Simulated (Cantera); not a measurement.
A closed system holds: 1 mol SiH₂Cl₂, 15 mol N₂, at 0.00170 bar.

These are equilibrium values from Cantera (NASA tables, ideal gas, pure condensed phases), not measurements of a reactor. Candidate condensed phases: NH₄Cl, Si, Si₃N₄; 28 gas species. N₂ is the only nitrogen source here; it is nearly inert below about 1500 K, so the nitride shown seldom forms there in practice. The tables' values for SiCl, SiCl₃, SiN are old estimates; treat these amounts as uncertain. The numbers say what is thermodynamically allowed, not how fast it happens.

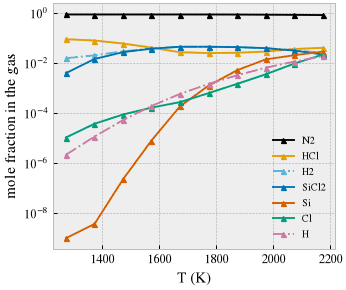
Fig. 1. Equilibrium gas composition (values under 1e-9 drawn at 1e-9)

From 1273 K to 1673 K the condensed part is Si₃N₄(s). From 1773 K to 1873 K the condensed part is Si(l). From 1973 K to 2173 K nothing is condensed. The main Si-bearing gas is SiCl₄ at 1273 K and Si at 2173 K.
